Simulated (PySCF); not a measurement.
C6H12O2Si (SMILES CC(=O)O[C@H]1CC[SiH2]C1)

```xyz
21

C     3.3089   -0.3975   -1.2444
C     2.0147   -0.8190   -0.6116
O     1.8253   -1.8631   -0.0446
O     1.0761    0.1267   -0.7621
C    -0.2211   -0.1491   -0.2309
C    -0.2882    0.1200    1.2733
C    -1.7495   -0.0345    1.7134
Si   -2.7284    0.6920    0.2520
C    -1.2492    0.7238   -0.9411
H     4.0672   -1.1711   -1.0812
H     3.6415    0.5594   -0.8177
H     3.1584   -0.2374   -2.3220
H    -0.4360   -1.2181   -0.4011
H     0.0604    1.1533    1.4473
H     0.3916   -0.5557    1.8135
H    -2.0070   -1.1011    1.8250
H    -1.9511    0.4452    2.6820
H    -3.8483   -0.1874   -0.2043
H    -3.2801    2.0582    0.5074
H    -1.4550    0.3841   -1.9661
H    -0.8570    1.7528   -1.0039
```

Geometry: PBE0-D3(BJ)/def2-SVP.

The calculation used PBE0/pcSseg-1, SCF density, gas phase, non-relativistic (PySCF 2.14.0).

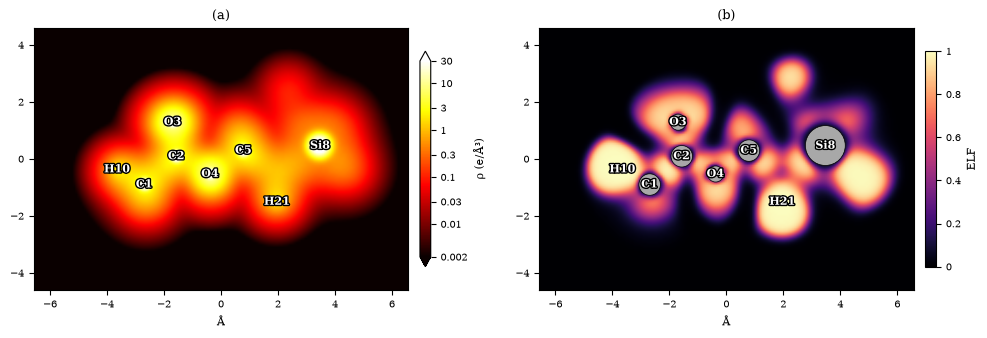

Figure 1. (a) electron density; (b) electron localisation function on the plane of atoms C1, C2 and O4. Grey discs cover the atomic cores in the ELF map.

Interpret the plot.

Atoms in the plane: C, O, Si and H.
C–O (1.20 Å): ρ is about 3.3 e/Å³ halfway; the ELF peaks at about 0.85 between the atoms; a short, multiple covalent bond.
C–C (1.50 Å): ρ is about 1.8 e/Å³ halfway; the ELF peaks at about 0.95 between the atoms; a covalent bond.
C–H (1.10 Å): ρ at the midpoint is about 2 e/Å³; the ELF climbs to about 1 towards the hydrogen, as it does in any bond to H: a covalent bond by its length.
C–O (1.34 Å): the density is about 2.4 e/Å³ at the midpoint; the ELF peaks at about 0.90 between the atoms; a polar covalent bond.
The ELF also peaks beside O4 and O3, away from the bonds: lone-pair regions.

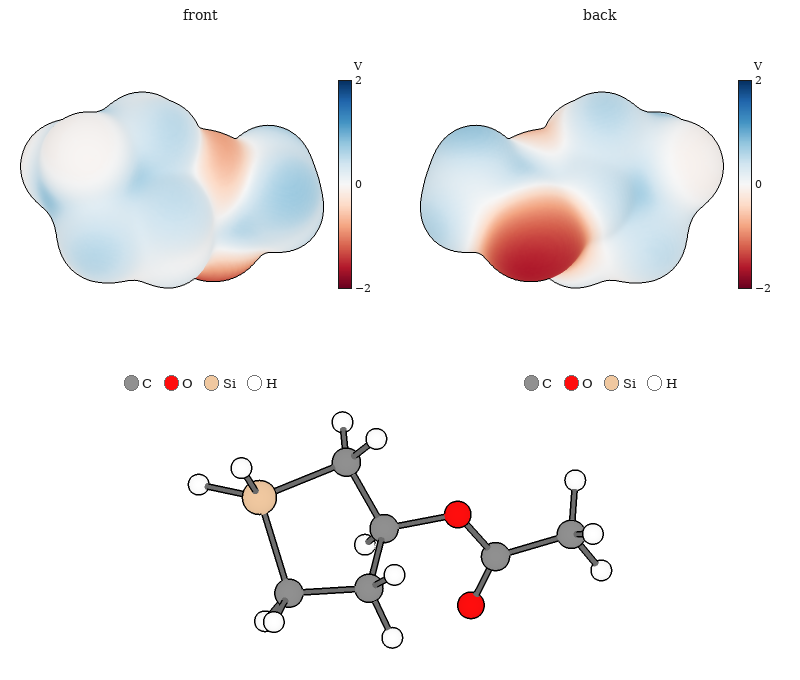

Figure 2. The molecular electrostatic potential painted on the density surface at 0.001 e/bohr³, seen from the front and from behind; the colour scale runs from red (negative) to blue (positive). The bare structure is drawn below in the same view.

Describe the electrostatic potential map.

The most negative region (about −1.6 V) lies over O3, the most positive (about +0.7 V) over Si8, H11 and H12. O3 is the likeliest acceptor of a hydrogen bond.

How polar is the molecule by this calculation?

Its dipole moment is 1.69 D.
